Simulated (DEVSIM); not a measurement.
System: Ni/SiO2/p-GaSb capacitor, at 350 K.

| layer (left to right) | material | thickness (nm) | Na (cm⁻³) |
|---|---|---|---|
| 1 | SiO2 | 1.70 | - |
| 2 | GaSb | 1400 | 1.8e17 |

Metal gate on the left, work function 5.1 eV. Fixed charge at the semiconductor interface 0 cm⁻² (in units of +e); interface traps 2.5e10 cm⁻² eV⁻¹, uniform in energy, neutral level at 0.5 of the gap above the valence band.

The device is made up for the run: typed textbook-type constants, with dimensions and the other settings drawn at random. Values at 300 K; Nc and Nv go as T^1.5, mobilities as T to minus their exponent, the gap by Varshni's rule with the affinity fixed.

| parameter | SiO2 | GaSb |
|---|---|---|
| gap (eV) | 9 | 0.726 |
| affinity (eV) | 0.9 | 4.06 |
| permittivity | 3.9 | 15.7 |
| Nc (cm⁻³) | - | 2.1e17 |
| Nv (cm⁻³) | - | 1.8e19 |
| Varshni α (eV/K) | - | 0.00042 |
| Varshni β (K) | - | 140 |

Simulated with DEVSIM: 1D Poisson equation in equilibrium, Boltzmann statistics, complete ionisation; no quantum confinement or tunnelling. Metal contacts follow the ideal Schottky-Mott rule: no Fermi-level pinning, no interface dipoles.

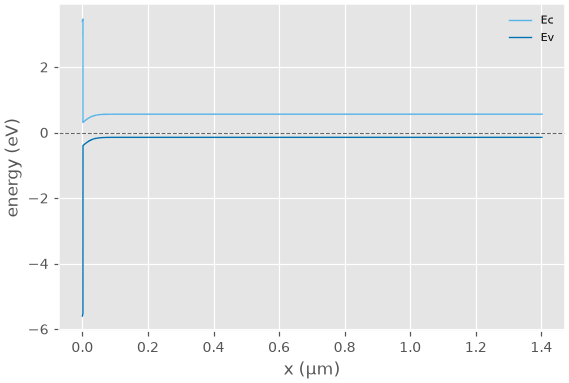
Fig. 1. Band edges at 0.8 V on the gate

Energies count from the Fermi level of the right contact; mesh points crowd at the junctions.

| x (μm) | Ec (eV) | Ev (eV) | n (cm⁻³) | p (cm⁻³) | field (V/cm) |
|---|---|---|---|---|---|
| 0.000 | 3.400 | -5.600 | < 1e2 | < 1e2 | 390000 |
| 0.0006703 | 3.426 | -5.574 | < 1e2 | < 1e2 | 390000 |
| 0.001218 | 3.447 | -5.553 | < 1e2 | < 1e2 | 390000 |
| 0.001868 | 0.308 | -0.399 | 9.8e12 | 4.1e13 | 96000 |
| 0.003639 | 0.324 | -0.382 | 5.6e12 | 7.1e13 | 93000 |
| 0.006436 | 0.350 | -0.357 | 2.5e12 | 1.6e14 | 87000 |
| 0.01176 | 0.393 | -0.314 | 5.8e11 | 6.8e14 | 76000 |
| 0.02669 | 0.483 | -0.224 | 2.9e10 | 1.4e16 | 46000 |
| 0.05028 | 0.546 | -0.161 | 3.7e9 | 1.1e17 | 12000 |
| 0.09516 | 0.561 | -0.146 | 2.2e9 | 1.8e17 | 340 |
| 0.1746 | 0.561 | -0.146 | 2.2e9 | 1.8e17 | ≈ 0 |
| 0.4061 | 0.561 | -0.146 | 2.2e9 | 1.8e17 | ≈ 0 |
| 0.7476 | 0.561 | -0.146 | 2.2e9 | 1.8e17 | ≈ 0 |
| 1.058 | 0.561 | -0.146 | 2.2e9 | 1.8e17 | ≈ 0 |
| 1.255 | 0.561 | -0.146 | 2.2e9 | 1.8e17 | ≈ 0 |
| 1.325 | 0.561 | -0.146 | 2.2e9 | 1.8e17 | ≈ 0 |
| 1.362 | 0.561 | -0.146 | 2.2e9 | 1.8e17 | ≈ 0 |
| 1.381 | 0.561 | -0.146 | 2.2e9 | 1.8e17 | ≈ 0 |
| 1.393 | 0.561 | -0.146 | 2.2e9 | 1.8e17 | ≈ 0 |
| 1.398 | 0.561 | -0.146 | 2.2e9 | 1.8e17 | ≈ 0 |
| 1.400 | 0.561 | -0.146 | 2.2e9 | 1.8e17 | ≈ 0 |
| 1.402 | 0.561 | -0.146 | 2.2e9 | 1.8e17 | ≈ 0 |
